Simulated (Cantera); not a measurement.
Input: 1 mol Si, 0.18 mol H₂O, 9.7 mol N₂, equilibrated at 1775 K.

Cantera equilibrium calculation (NASA polynomials, part measured and part estimated; ideal gas, pure solids and liquids). Candidate condensed phases: H₂O, Si, SiO₂, Si₂N₂O, Si₃N₄; 35 gas species. Mutual solubility and eutectic melting of coexisting phases are not modelled. The tables' values for SiN are old estimates; treat these amounts as uncertain. Kinetics and transport are ignored.

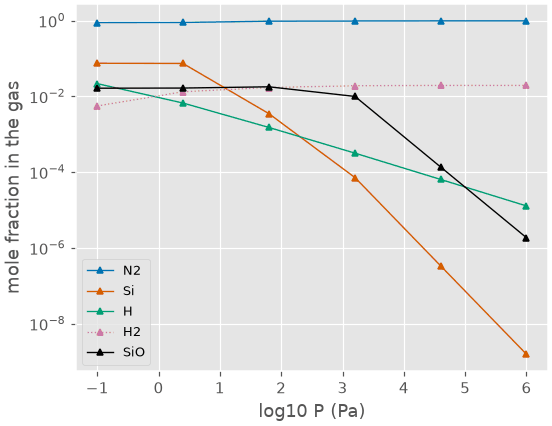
Equilibrium gas composition (values under 1e-9 drawn at 1e-9)

Q: Read off the mole fractions at 2.50 Pa.

A: N₂ about 0.89, Si about 0.074, SiO about 0.017, H₂ about 0.013, H about 0.0066.
